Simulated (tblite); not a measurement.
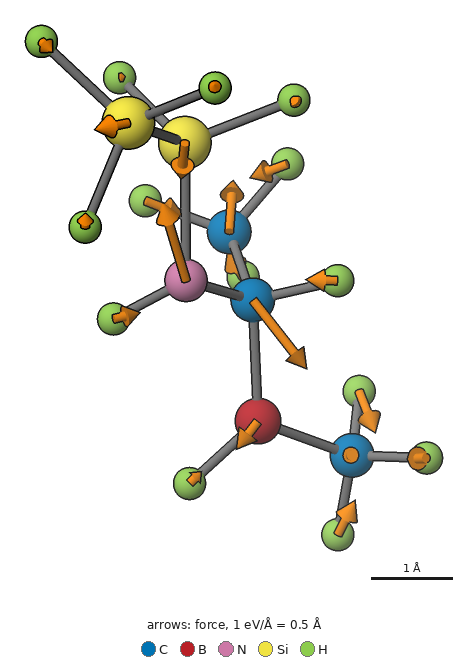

Starting geometry of C₃H₁₄BNSi₂ with the computed forces as orange arrows. A ball-and-stick model, seen from a free direction.

Theory: tblite, GFN2-xTB geometry optimisation, gas phase. 

> Is this structure relaxed? If not, where do the atoms go?

It isn't relaxed: the largest force vector, on the N atom, is 2.37 eV/Å. The final displacements have little in common with the starting forces (cosine between the two patterns 0.19). An H atom moves most after the best rigid fit: 1.24 Å. By element the largest moves are H 1.24 Å, C 0.48 Å, Si 0.44 Å, N 0.41 Å, B 0.19 Å. Near-neighbour distances that change, for instance: Si–Si 2.221 → 2.295 Å, N–Si 1.776 → 1.714 Å, C–C 1.503 → 1.546 Å, C–H 1.129 → 1.087 Å. Bond angles that change, for instance: C–N–Si 111.6° → 123.9°, B–C–H 103.9° → 111.6°, B–C–H 107.0° → 114.6°. Groups turn about B–C by about 45°, C–C by about 40°. The energy falls by 17.6 kcal/mol in 147 geometry steps. The run took 2 s on 1 thread of Arm Neoverse N1, on a shared host.
